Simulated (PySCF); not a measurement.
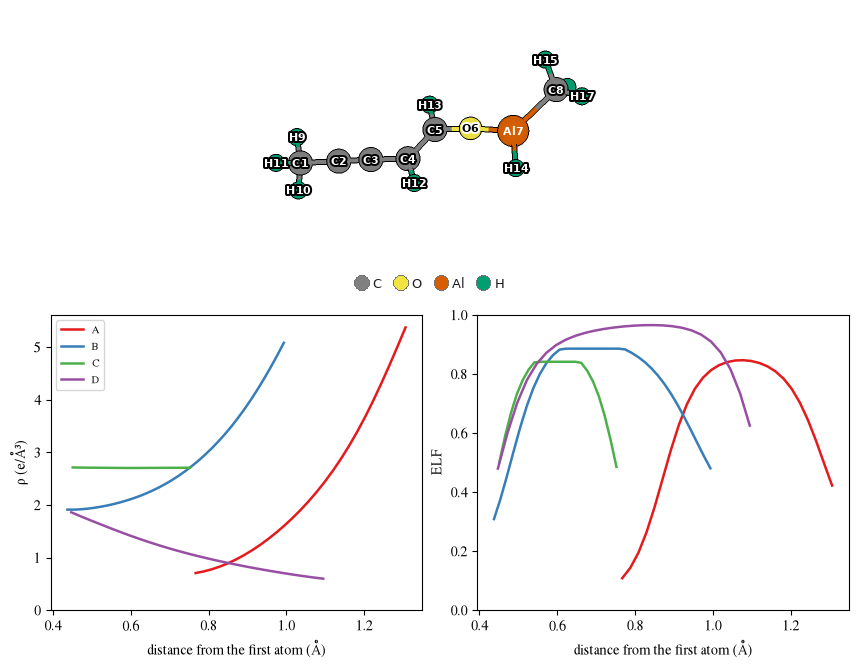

The picture shows: C6H9AlO (SMILES CC#C/C=C/[O][AlH][CH3]). Total electron density and ELF along straight lines between neighbouring atoms. The curves leave out the atomic cores. The structure is drawn too.

Geometry: GFN2-xTB.

Computed with CAM-B3LYP/def2-SVPD, SCF density, gas phase (PySCF 2.14.0).

```yaml
atoms:
  - { symbol: C, position_ang: [4.7621, 0.2274, 0.0664] }
  - { symbol: C, position_ang: [3.3497, -0.0810, 0.0882] }
  - { symbol: C, position_ang: [2.1721, -0.3281, 0.1082] }
  - { symbol: C, position_ang: [0.8040, -0.6580, 0.1406] }
  - { symbol: C, position_ang: [-0.1566, 0.2037, -0.1937] }
  - { symbol: O, position_ang: [-1.4682, -0.1012, -0.1662] }
  - { symbol: Al, position_ang: [-3.0418, -0.6172, -0.0822] }
  - { symbol: C, position_ang: [-4.5784, 0.5549, -0.5563] }
  - { symbol: H, position_ang: [4.9167, 1.2541, -0.2654] }
  - { symbol: H, position_ang: [5.1851, 0.1117, 1.0647] }
  - { symbol: H, position_ang: [5.2826, -0.4462, -0.6150] }
  - { symbol: H, position_ang: [0.5446, -1.6620, 0.4526] }
  - { symbol: H, position_ang: [0.0717, 1.2154, -0.5118] }
  - { symbol: H, position_ang: [-3.1756, -2.0686, 0.3921] }
  - { symbol: H, position_ang: [-4.5229, 0.9074, -1.5919] }
  - { symbol: H, position_ang: [-4.6147, 1.4543, 0.0677] }
  - { symbol: H, position_ang: [-5.5376, 0.0455, -0.4415] }
```

### Which curve belongs to which contact (Al–O, C–Al, C–C and C–O)? The first atom named is at distance zero.

Curve A: Al–O (1.66 Å): ρ is about 0.83 e/Å³ halfway; the ELF peaks at about 0.85 in the valence shell of O, 0.6 Å from its nucleus, and is about 0.25 at the midpoint. Curve B: C–O (1.35 Å): ρ is about 2.3 e/Å³ halfway, with its minimum of 1.9 e/Å³ about 0.5 Å from C; the ELF peaks at about 0.90 between the atoms, as expected for a shared but strongly polarised pair. Curve C: C–C (1.20 Å): ρ is about 2.7 e/Å³ halfway; the ELF peaks at about 0.85 between the atoms (a short, multiple covalent bond). Curve D: C–Al (1.99 Å): ρ at the midpoint is about 0.7 e/Å³; the ELF peaks at about 0.95 between the atoms; a polar covalent bond.
